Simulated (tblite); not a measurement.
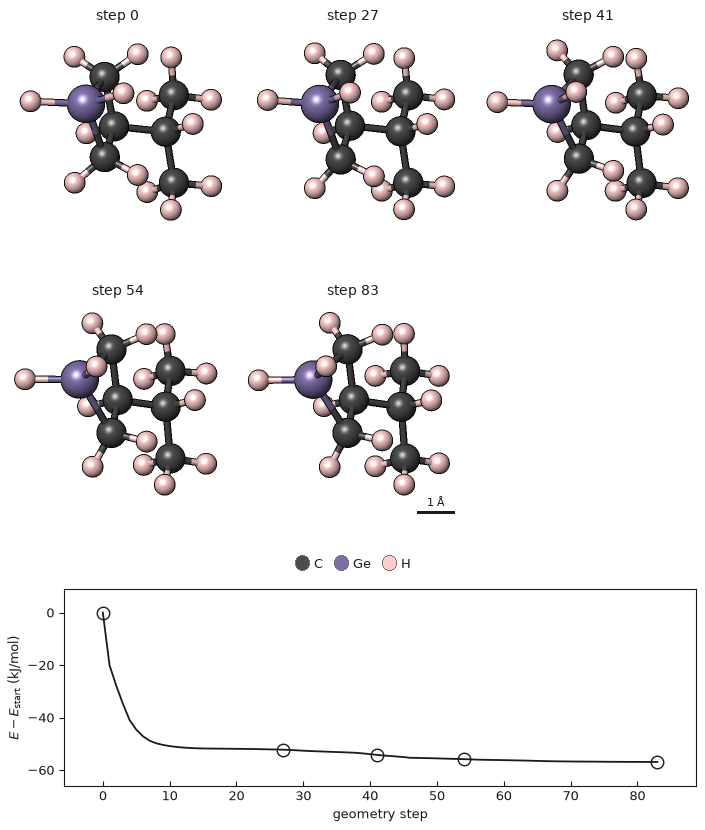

Frames of a relaxation of C6H14Ge, marked on the history of the run. A ball-and-stick model, seen from a free direction.

All numbers below come from GFN2-xTB geometry optimisation, gas phase (tblite 0.8.0). 

Describe the path.

An H atom moves most after the best rigid fit: 0.92 Å. Largest moves by element: H 0.92 Å, C 0.25 Å, Ge 0.23 Å. Near-neighbour distances that change, for instance: C–Ge 1.928 → 1.983 Å, Ge–H 1.560 → 1.513 Å, C–H 1.127 → 1.088 Å, C–C 1.551 → 1.529 Å. Among the angles between lasting bonds that change: H–Ge–H 121.9° → 107.0°, Ge–C–H 111.5° → 121.3°, C–Ge–H 112.9° → 120.6°. Groups turn about C–C by about 20°, C–C by about 20°. The energy falls by 56.9 kJ/mol in 83 geometry steps. From step 0 to 27: an H atom moves most (0.24 Å), energy −52.2 kJ/mol. From step 27 to 41: H atoms move most (0.26 Å), energy −1.97 kJ/mol. From step 41 to 54: an H atom moves most (0.27 Å), energy −1.63 kJ/mol. From step 54 to 83: an H atom moves most (0.15 Å), energy −1.06 kJ/mol.

```json
{"step": "0", "E − E(0), kJ/mol": "0.00"}
{"step": "1", "E − E(0), kJ/mol": "-20.05"}
{"step": "2", "E − E(0), kJ/mol": "-27.79"}
{"step": "3", "E − E(0), kJ/mol": "-34.74"}
{"step": "4", "E − E(0), kJ/mol": "-40.92"}
{"step": "5", "E − E(0), kJ/mol": "-44.60"}
{"step": "6", "E − E(0), kJ/mol": "-47.14"}
{"step": "7", "E − E(0), kJ/mol": "-48.83"}
{"step": "8", "E − E(0), kJ/mol": "-49.81"}
{"step": "9", "E − E(0), kJ/mol": "-50.42"}
{"step": "10", "E − E(0), kJ/mol": "-50.87"}
{"step": "14", "E − E(0), kJ/mol": "-51.70"}
{"step": "18", "E − E(0), kJ/mol": "-51.86"}
{"step": "22", "E − E(0), kJ/mol": "-51.97"}
{"step": "25", "E − E(0), kJ/mol": "-52.12"}
{"step": "29", "E − E(0), kJ/mol": "-52.48"}
{"step": "33", "E − E(0), kJ/mol": "-52.95"}
{"step": "37", "E − E(0), kJ/mol": "-53.32"}
{"step": "41", "E − E(0), kJ/mol": "-54.22"}
{"step": "45", "E − E(0), kJ/mol": "-55.05"}
{"step": "48", "E − E(0), kJ/mol": "-55.44"}
{"step": "52", "E − E(0), kJ/mol": "-55.70"}
{"step": "56", "E − E(0), kJ/mol": "-56.03"}
{"step": "60", "E − E(0), kJ/mol": "-56.22"}
{"step": "64", "E − E(0), kJ/mol": "-56.44"}
{"step": "68", "E − E(0), kJ/mol": "-56.68"}
{"step": "71", "E − E(0), kJ/mol": "-56.76"}
{"step": "75", "E − E(0), kJ/mol": "-56.84"}
{"step": "79", "E − E(0), kJ/mol": "-56.89"}
{"step": "83", "E − E(0), kJ/mol": "-56.91"}
```
